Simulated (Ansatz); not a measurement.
# SnHCl₂O radical: an energy map over bond length O1–Sn2 and dihedral H5–O1–Sn2–Cl3

How does the energy of Cl2HOSn, SMILES [OH][Sn]([Cl])[Cl], spin multiplicity 2 change over two coordinates at once? A grid of runs gives the map.

Program: Ansatz 0.2.0. Level of theory: UKS PBE0-D4/def2-SVP. These are calculated values, not measurements.

**1. The starting structure**

SMILES `[OH][Sn]([Cl])[Cl]`, 5 atoms, charge 0, spin multiplicity 2.

Atoms are counted from 1 here; the program's logs count them from 0.

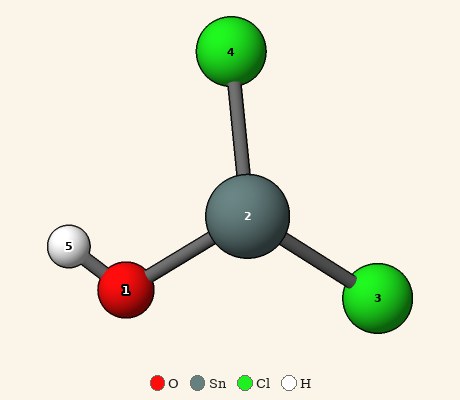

As it starts; oxygen red, tin teal, chlorine green, hydrogen white; atoms are numbered from 1 in the order of the file.

Geometry (Å):

```xyz
5
charge 0, multiplicity 2
O     0.23016    1.40186    0.39995
Sn    0.59838   -0.44342   -0.35322
Cl    0.97478   -1.78442    1.59368
Cl   -1.42209   -1.15489   -1.45567
H    -0.33123    1.90726   -0.22613
```

This geometry comes from a loose relaxation at PBE in a small basis, which is not shown.

**2. Geometry optimisation**

Contents of input.yaml:

```yaml
crystal:
  periodic: [false, false, false]
  atoms:
    - { symbol: O, position_ang: [0.230162, 1.401865, 0.399947] }
    - { symbol: Sn, position_ang: [0.598383, -0.443421, -0.353217] }
    - { symbol: Cl, position_ang: [0.974776, -1.784418, 1.593679] }
    - { symbol: Cl, position_ang: [-1.422087, -1.154889, -1.455674] }
    - { symbol: H, position_ang: [-0.331234, 1.907263, -0.226134] }
magnetization:
  spin_polarized: true
  initial_magnetization: 1
basis:
  gaussian: { orbitals: def2-SVP }
hamiltonian:
  xc: pbe0
  dispersion: d4
output:
  forces: true
relax:
  f_tol: 0.003
  max_steps: 120
```

Launch:

```
> ansatz run input.yaml --threads 1 --pin off --max-ram 2560MiB --backend cpu --events-out ev --progress --plain --runs-dir out
```

The log of the run, shortened:

```text
Warning: RAYON_NUM_THREADS=1 ignored (pool sized by the plan → 1); use --threads N
[...]
Functional definition: PBE0
[...]
902 factors; integrals over basis functions are off by at most 2.2e-4 eV
[...]
mean field -32922.40420782 eV, -1209.8760390304 hartree, gradient 5.5e-5 eV, S^2 0.755945; 0 other end points of the search recorded, 0 dependent functions left out
[...]
reference -32922.40423219 eV, -1209.8760399260 hartree; 33, 32 occupied and 48, 49 virtual orbitals, 902 factors
relax step   1: F+E_penalty+E_count = -32922.53251284 eV  Δ(F+E_penalty+E_count) = +0.000e0 eV  max|allowed force component| = 6.678e-1 eV/Å  Δτ_max = 0.0000 Å  (30 SCF iters, accepted)
[...]
relax step   4: F+E_penalty+E_count = -32922.56299445 eV  Δ(F+E_penalty+E_count) = -1.690e-4 eV  max|allowed force component| = 9.691e-3 eV/Å  Δτ_max = 0.0052 Å  (27 SCF iters, accepted)
[...]
relax step   5: F+E_penalty+E_count = -32922.56301024 eV  Δ(F+E_penalty+E_count) = -1.579e-5 eV  max|allowed force component| = 2.116e-3 eV/Å  Δτ_max = 0.0028 Å  (23 SCF iters, accepted)
902 factors; integrals over basis functions are off by at most 2.3e-4 eV
mean field -32922.43327856 eV, -1209.8771073602 hartree, gradient 7.7e-5 eV, S^2 0.754953; 1 other end points of the search recorded, 0 dependent functions left out
[...]
reference -32922.43330289 eV, -1209.8771082545 hartree; 33, 32 occupied and 48, 49 virtual orbitals, 902 factors
Total energy: -32922.56303457 eV, -1209.8818758058 hartree
Atom 0 at     0.234826     1.382276     0.375917 Å, force    -0.000633     0.000165     0.000281 eV/Å
Atom 1 at     0.595624    -0.436559    -0.344950 Å, force    -0.000425    -0.002116     0.000382 eV/Å
Atom 2 at     0.955174    -1.769891     1.571071 Å, force     0.000022     0.000501    -0.001002 eV/Å
Atom 3 at    -1.396683    -1.140939    -1.429704 Å, force     0.000919     0.000301     0.000569 eV/Å
Atom 4 at    -0.338941     1.891513    -0.213733 Å, force     0.000117     0.001150    -0.000230 eV/Å
Dipole moment:     0.208314     0.282112    -0.431997 e Å
```

It took 62 s on 1 thread of Arm Neoverse N1, shared host; peak memory 0.26 GiB.

Relaxation path:

```
step  energy from step 1 (eV)  largest force component (eV/Å)
   1                   0.0000                          0.6678
   2                  -0.0278                          0.1731
   3                  -0.0303                          0.0465
   4                  -0.0305                          0.0097
   5                  -0.0305                          0.0021
```

Bonds that changed most:

```
   bond  before (Å)  after (Å)  change (Å)
 O1–Sn2       2.027      1.989      -0.037
Sn2–Cl4       2.409      2.375      -0.034
Sn2–Cl3       2.394      2.362      -0.032
  O1–H5       0.981      0.968      -0.014
```

**3. Setting up the map**

First coordinate, bond length O1–Sn2: 9 values from 1.751 to 2.487 Å. Second coordinate, dihedral H5–O1–Sn2–Cl3: 10 values from −180 to 144 °, periodic.

Nothing else is relaxed (all other coordinates rigid). Energies count from the relaxed molecule at the same level. Points are written as (first, second).

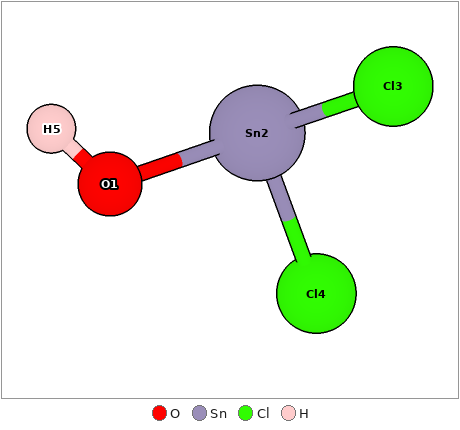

The geometry at (2.211 Å, 108°).

Of the runs on the grid, 3 are shown in the steps below; the others differ only in the two coordinates.

**4. Grid point (2.211 Å, 108°)**

Contents of input.yaml:

```yaml
crystal:
  periodic: [false, false, false]
  atoms:
    - { symbol: O, position_ang: [0.234826, 1.382276, 0.375917] }
    - { symbol: Sn, position_ang: [0.635799, -0.63909, -0.42522] }
    - { symbol: Cl, position_ang: [2.891991, -0.561704, -1.119337] }
    - { symbol: Cl, position_ang: [0.426819, -2.143462, 1.401066] }
    - { symbol: H, position_ang: [-0.338941, 1.891513, -0.213733] }
magnetization:
  spin_polarized: true
  initial_magnetization: 1
basis:
  gaussian: { orbitals: def2-SVP }
hamiltonian:
  xc: pbe0
  dispersion: d4
output:
  forces: true
```

Launch:

```
> ansatz run input.yaml --threads 1 --pin off --max-ram 2560MiB --backend cpu --events-out ev --progress --plain --runs-dir out
```

The log of the run, shortened:

```text
Warning: RAYON_NUM_THREADS=1 ignored (pool sized by the plan → 1); use --threads N
[...]
[... 1 set-up line as earlier in the session ...]
[...]
839 factors; integrals over basis functions are off by at most 3.8e-4 eV
[...]
mean field -32922.08213995 eV, -1209.8642032543 hartree, gradient 6.4e-5 eV, S^2 0.762089; 2 other end points of the search recorded, 0 dependent functions left out
[...]
reference -32922.08216504 eV, -1209.8642041764 hartree; 33, 32 occupied and 48, 49 virtual orbitals, 839 factors
Total energy: -32922.20956944 eV, -1209.8688862019 hartree
Atom 0 at     0.234826     1.382276     0.375917 Å, force     0.425565    -1.970339    -0.573800 eV/Å
Atom 1 at     0.635799    -0.639090    -0.425220 Å, force    -0.550674     2.040984     0.799731 eV/Å
Atom 2 at     2.891991    -0.561704    -1.119337 Å, force     0.061451    -0.084639     0.028402 eV/Å
Atom 3 at     0.426819    -2.143462     1.401066 Å, force     0.088429     0.109450    -0.114305 eV/Å
Atom 4 at    -0.338941     1.891513    -0.213733 Å, force    -0.024771    -0.095455    -0.140028 eV/Å
Dipole moment:    -0.489021     0.083119    -0.529032 e Å
```

Run time: 12 s. Hardware: 1 thread of Arm Neoverse N1, shared host; peak memory 0.24 GiB.

Energy on the map's scale: 34 kJ/mol.

**5. Point (2.027 Å, −144°)**

Contents of input.yaml:

```yaml
crystal:
  periodic: [false, false, false]
  atoms:
    - { symbol: O, position_ang: [0.234826, 1.382276, 0.375917] }
    - { symbol: Sn, position_ang: [0.60243, -0.470872, -0.358549] }
    - { symbol: Cl, position_ang: [0.675467, -1.858557, 1.551211] }
    - { symbol: Cl, position_ang: [-1.27893, -1.05762, -1.684573] }
    - { symbol: H, position_ang: [-0.338941, 1.891513, -0.213733] }
magnetization:
  spin_polarized: true
  initial_magnetization: 1
basis:
  gaussian: { orbitals: def2-SVP }
hamiltonian:
  xc: pbe0
  dispersion: d4
output:
  forces: true
```

Launch:

```
> ansatz run input.yaml --threads 1 --pin off --max-ram 2560MiB --backend cpu --events-out ev --progress --plain --runs-dir out
```

The log of the run, shortened:

```text
Warning: RAYON_NUM_THREADS=1 ignored (pool sized by the plan → 1); use --threads N
[...]
[... 1 set-up line as earlier in the session ...]
[...]
839 factors; integrals over basis functions are off by at most 3.8e-4 eV
[...]
mean field -32922.41912843 eV, -1209.8765873527 hartree, gradient 7.8e-5 eV, S^2 0.755417; 0 other end points of the search recorded, 0 dependent functions left out
[...]
reference -32922.41915270 eV, -1209.8765882445 hartree; 33, 32 occupied and 48, 49 virtual orbitals, 839 factors
Total energy: -32922.54863122 eV, -1209.8813464925 hartree
Atom 0 at     0.234826     1.382276     0.375917 Å, force     0.129442    -0.586961    -0.166543 eV/Å
Atom 1 at     0.602430    -0.470872    -0.358549 Å, force    -0.143874     0.635462     0.213709 eV/Å
Atom 2 at     0.675467    -1.858557     1.551211 Å, force     0.003087    -0.013803     0.001379 eV/Å
Atom 3 at    -1.278930    -1.057620    -1.684573 Å, force     0.005700     0.001961     0.013614 eV/Å
Atom 4 at    -0.338941     1.891513    -0.213733 Å, force     0.005645    -0.036659    -0.062159 eV/Å
Dipole moment:     0.242891     0.241738    -0.387435 e Å
```

Wall time 11 s (1 thread of Arm Neoverse N1, shared host); peak memory 0.24 GiB.

On the map this point reads 1.4 kJ/mol.

**6. Grid point (2.027 Å, −36°)**

Changes to input.yaml since step 5:

```diff
@@ -5,4 +5,4 @@
     - { symbol: Sn, position_ang: [0.60243, -0.470872, -0.358549] }
-    - { symbol: Cl, position_ang: [0.675467, -1.858557, 1.551211] }
-    - { symbol: Cl, position_ang: [-1.27893, -1.05762, -1.684573] }
+    - { symbol: Cl, position_ang: [-1.41881, -1.102605, -1.404346] }
+    - { symbol: Cl, position_ang: [2.294973, -0.221165, -2.006297] }
     - { symbol: H, position_ang: [-0.338941, 1.891513, -0.213733] }
```

Launch:

```
> ansatz run input.yaml --threads 1 --pin off --max-ram 2560MiB --backend cpu --events-out ev --progress --plain --runs-dir out
```

The log of the run, shortened:

```text
Warning: RAYON_NUM_THREADS=1 ignored (pool sized by the plan → 1); use --threads N
[...]
[... 1 set-up line as earlier in the session ...]
[...]
839 factors; integrals over basis functions are off by at most 3.8e-4 eV
[...]
mean field -32922.34697704 eV, -1209.8739358378 hartree, gradient 7.8e-5 eV, S^2 0.754069; 0 other end points of the search recorded, 0 dependent functions left out
[...]
reference -32922.34700162 eV, -1209.8739367413 hartree; 33, 32 occupied and 48, 49 virtual orbitals, 839 factors
Total energy: -32922.47708101 eV, -1209.8787170708 hartree
Atom 0 at     0.234826     1.382276     0.375917 Å, force     0.284023    -0.626694    -0.122143 eV/Å
Atom 1 at     0.602430    -0.470872    -0.358549 Å, force    -0.108076     0.902420     0.224340 eV/Å
Atom 2 at    -1.418810    -1.102605    -1.404346 Å, force    -0.044632    -0.080255    -0.094704 eV/Å
Atom 3 at     2.294973    -0.221165    -2.006297 Å, force    -0.061997    -0.076428     0.039495 eV/Å
Atom 4 at    -0.338941     1.891513    -0.213733 Å, force    -0.069318    -0.119044    -0.046987 eV/Å
Dipole moment:    -0.034341    -0.108884     0.205032 e Å
```

It took 11 s on 1 thread of Arm Neoverse N1, shared host; peak memory 0.24 GiB.

On the map this point reads 8 kJ/mol.

**7. All points together**

90 points were computed. Energies in kJ/mol, from the relaxed molecule at the same level:

| dihedral H5–O1–Sn2–Cl3 (°) ↓, bond length O1–Sn2 (Å) → | 1.751 | 1.843 | 1.935 | 2.027 | 2.119 | 2.211 | 2.303 | 2.395 | 2.487 |
| --- | --- | --- | --- | --- | --- | --- | --- | --- | --- |
| 144 | 89 | 32 | 8 | 5 | 16 | 33 | 54 | 75 | 94 |
| 108 | 91 | 33 | 9 | 6 | 16 | 34 | 55 | 75 | 94 |
| 72 | 87 | 30 | 6 | 4 | 15 | 32 | 53 | 74 | 93 |
| 36 | 83 | 27 | 4 | 2 | 13 | 32 | 53 | 75 | 94 |
| 0 | 83 | 27 | 5 | 4 | 16 | 35 | 57 | 79 | 98 |
| −36 | 87 | 32 | 9 | 8 | 21 | 41 | 63 | 85 | 105 |
| −72 | 89 | 33 | 10 | 9 | 22 | 42 | 64 | 86 | 106 |
| −108 | 85 | 29 | 6 | 5 | 17 | 36 | 58 | 80 | 100 |
| −144 | 83 | 26 | 3 | 1 | 13 | 32 | 53 | 75 | 94 |
| −180 | 85 | 28 | 5 | 2 | 13 | 31 | 52 | 73 | 93 |

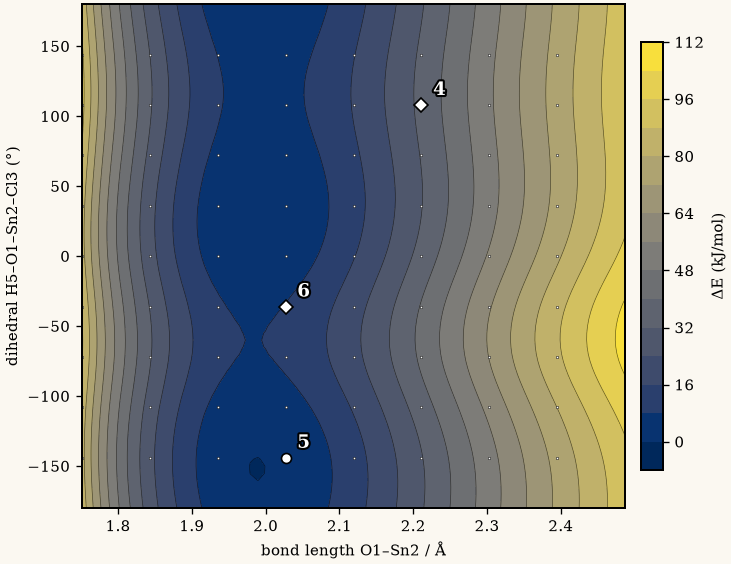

The map; numbers mark the steps of this session that print a point's run. Drawn: filled contours, dots at the grid points.

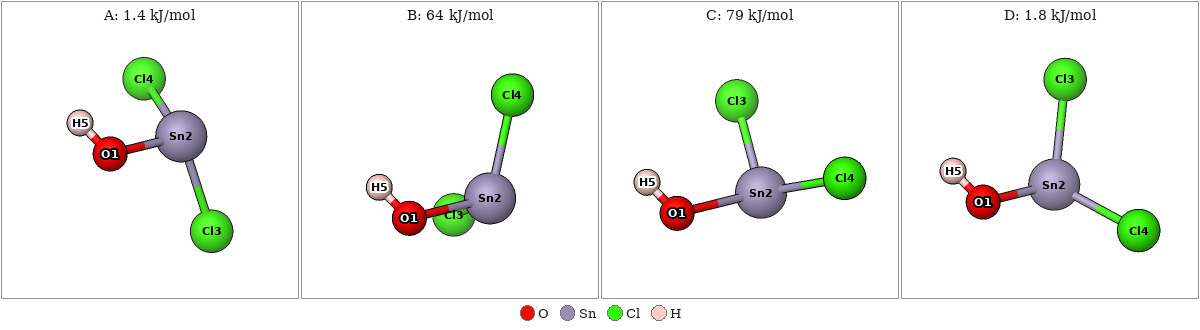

Structures on the grid, at one scale: A at (2.027 Å, −144°); B at (2.303 Å, −72°); C at (2.395 Å, 0°); D at (2.027 Å, 36°).

On the same grid, dipole moment (D):

| dihedral H5–O1–Sn2–Cl3 (°) ↓, bond length O1–Sn2 (Å) → | 1.751 | 1.843 | 1.935 | 2.027 | 2.119 | 2.211 | 2.303 | 2.395 | 2.487 |
| --- | --- | --- | --- | --- | --- | --- | --- | --- | --- |
| 144 | 3.95 | 3.77 | 3.63 | 3.54 | 3.47 | 3.44 | 3.43 | 3.43 | 3.45 |
| 108 | 3.98 | 3.81 | 3.67 | 3.57 | 3.51 | 3.48 | 3.47 | 3.48 | 3.50 |
| 72 | 3.66 | 3.49 | 3.35 | 3.26 | 3.20 | 3.17 | 3.16 | 3.16 | 3.19 |
| 36 | 3.07 | 2.88 | 2.74 | 2.65 | 2.59 | 2.56 | 2.54 | 2.54 | 2.56 |
| 0 | 2.29 | 2.08 | 1.94 | 1.85 | 1.81 | 1.80 | 1.78 | 1.76 | 1.76 |
| −36 | 1.60 | 1.35 | 1.18 | 1.13 | 1.16 | 1.22 | 1.23 | 1.18 | 1.12 |
| −72 | 1.52 | 1.25 | 1.08 | 1.03 | 1.07 | 1.14 | 1.17 | 1.11 | 1.04 |
| −108 | 2.14 | 1.92 | 1.76 | 1.67 | 1.64 | 1.63 | 1.61 | 1.58 | 1.56 |
| −144 | 2.93 | 2.73 | 2.58 | 2.48 | 2.43 | 2.39 | 2.37 | 2.36 | 2.37 |
| −180 | 3.57 | 3.39 | 3.25 | 3.15 | 3.09 | 3.06 | 3.04 | 3.04 | 3.06 |

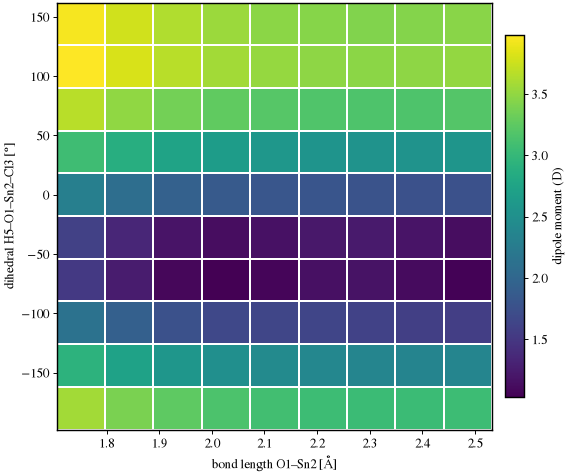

The dipole moment over the grid. The picture shows one coloured cell a grid point.

The ⟨S²⟩ (ħ²) at each point:

| dihedral H5–O1–Sn2–Cl3 (°) ↓, bond length O1–Sn2 (Å) → | 1.751 | 1.843 | 1.935 | 2.027 | 2.119 | 2.211 | 2.303 | 2.395 | 2.487 |
| --- | --- | --- | --- | --- | --- | --- | --- | --- | --- |
| 144 | 0.753 | 0.754 | 0.754 | 0.756 | 0.758 | 0.762 | 0.768 | 0.774 | 0.779 |
| 108 | 0.753 | 0.754 | 0.754 | 0.756 | 0.758 | 0.762 | 0.768 | 0.774 | 0.779 |
| 72 | 0.753 | 0.754 | 0.754 | 0.756 | 0.758 | 0.762 | 0.767 | 0.773 | 0.777 |
| 36 | 0.753 | 0.754 | 0.754 | 0.755 | 0.758 | 0.761 | 0.766 | 0.772 | 0.776 |
| 0 | 0.753 | 0.753 | 0.754 | 0.755 | 0.757 | 0.760 | 0.766 | 0.774 | 0.779 |
| −36 | 0.753 | 0.753 | 0.753 | 0.754 | 0.755 | 0.759 | 0.766 | 0.776 | 0.785 |
| −72 | 0.753 | 0.753 | 0.753 | 0.754 | 0.755 | 0.758 | 0.765 | 0.776 | 0.786 |
| −108 | 0.753 | 0.753 | 0.754 | 0.755 | 0.756 | 0.760 | 0.766 | 0.774 | 0.781 |
| −144 | 0.753 | 0.754 | 0.754 | 0.755 | 0.757 | 0.761 | 0.766 | 0.773 | 0.777 |
| −180 | 0.753 | 0.754 | 0.754 | 0.756 | 0.758 | 0.762 | 0.767 | 0.773 | 0.777 |

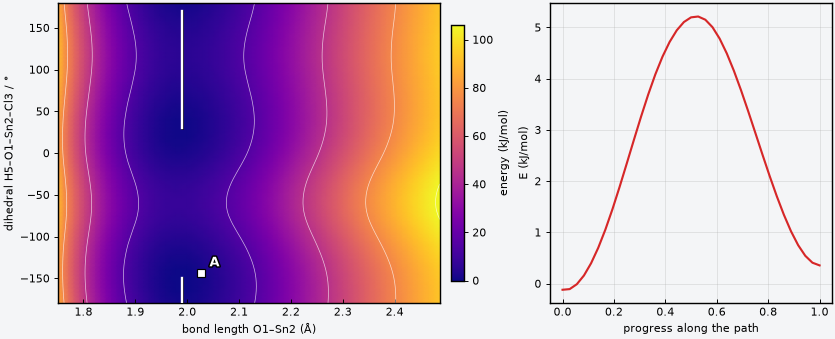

The easiest path on the interpolated surface, from its minimum near A. Drawn: a smooth colour map, a line along the lowest path, the energy along the path at the right.

**8. Summary of results**

| quantity | value |
| --- | --- |
| lowest point | (2.027 Å, −144°), 1.4 kJ/mol |
| highest computed point | (2.487 Å, −72°), 105 kJ/mol above the lowest |
| dipole moment (D) | 1.03 at (2.027 Å, −72°) to 3.98 at (1.751 Å, 108°); 2.48 at the lowest point |
| ⟨S²⟩ (ħ²) | 0.753 at (1.751 Å, −72°) to 0.786 at (2.487 Å, −72°); 0.755 at the lowest point |
| time for the whole task | 21 min on 1 thread, shared host |

In words: The lowest computed point is at (2.027 Å, −144°), 1.4 kJ/mol from the relaxed molecule at the same level; the map holds 2 wells of about this depth. The grid is coarse, so the true minimum lies between grid points and may sit elsewhere than the lowest one. It is the only kind of minimum in the scanned range. The highest computed point, (2.487 Å, −72°), lies 105 kJ/mol above the lowest. On the interpolated surface the easiest way out of the lowest well to the well at (2.027 Å, 36°) passes a barrier of about 5.3 kJ/mol. Round the minimum the two coordinates are nearly uncoupled.
